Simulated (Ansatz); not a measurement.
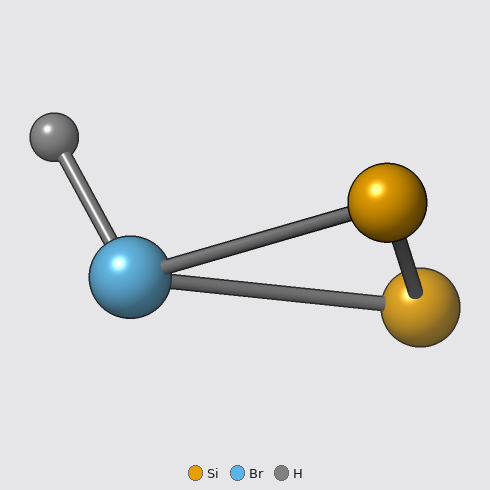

Ball-and-stick drawing of a structure.

The computed structure is the end point of a PBE0-D4/def2-TZVP optimisation. No frequency run is at hand to confirm it as a minimum.

Describe the molecule.

Formula BrHSi2. The point group is Cs. Coordination, clear cases only: 1 Br trigonal pyramidal.

The parts below concern this one geometry. Atoms keep their numbers from picture to picture.

Electronic properties

No frequency run is at hand to confirm it as a minimum. Method: RKS PBE0-D4/def2-TZVPP (Ansatz 0.2.0).

**What is the HOMO energy (Kohn–Sham orbital)?**

−5.51 eV.

**Give the HOMO–LUMO gap at this level.**

3.19 eV.

Dipole moment

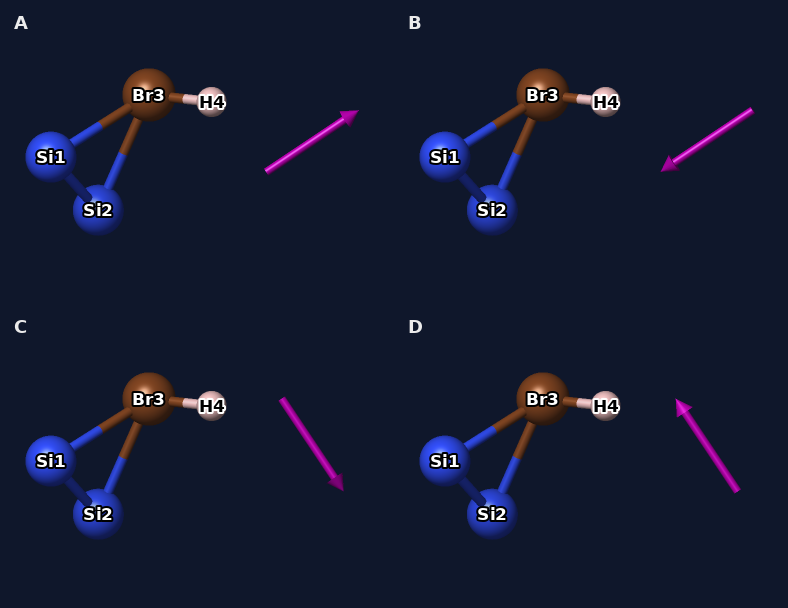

The same molecule four times, each with an arrow. No frequency run is at hand to confirm it as a minimum. Properties computed with RKS PBE0-D4/def2-TZVP (Ansatz 0.2.0).

**Which arrow points along the dipole moment, from the negative to the positive end?**

A. The dipole moment is 2.63 D; it points from the side of Si1, Si2 to the side of H4 (the outermost atoms at the two ends).

Charges

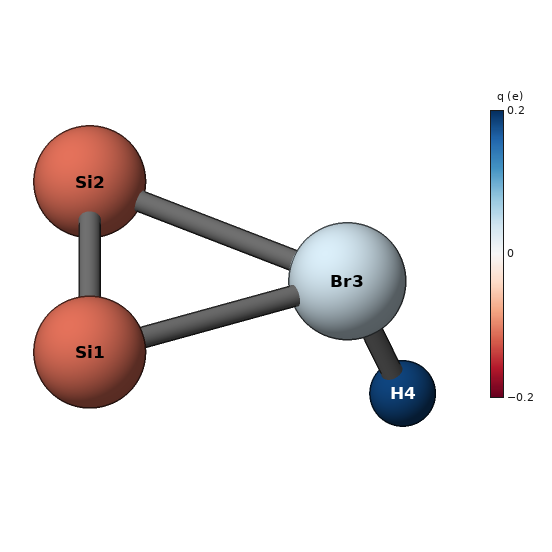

Atoms are coloured by their Mulliken charges. No frequency run is at hand to confirm it as a minimum. Level of theory: RKS PBE0-D4/def2-TZVP (Ansatz 0.2.0).

List the Mulliken charges.

```csv
atom,value (e)
Si1,−0.11
Si2,−0.11
Br3,0.04
H4,0.18
```

Mulliken values depend strongly on the basis set and can even reverse the polarity of a bond.
